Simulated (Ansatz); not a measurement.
The starting structures come from a database of crystals and need not be the phases stable at ambient conditions.

 Where the default PAW files enter, the runs use the earlier of Ansatz's two default sets.

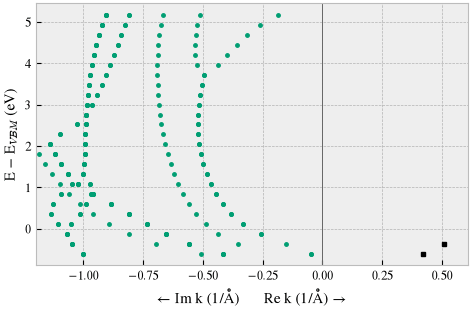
Complex bands at the centre of the two-dimensional zone; r2SCAN in Ansatz (a quantum-chemistry and plane-wave program)

The gap is the functional's own. No spin-orbit coupling. Mid-gap values are interpolated on the energy grid.

Q: This is Tl2SnF6 (P-3m1, not sure to be the ambient phase, 9 atoms a cell, 18.9 Å³ an atom, -4 GPa at this level) along the normal of (001). Read off the slowest decay at the centre of the two-dimensional zone at 2.52 eV, the computed energy nearest the middle of the gap.

A: κ ≈ 0.52 1/Å, a decay length 1/(2κ) of the density of 0.96 Å.
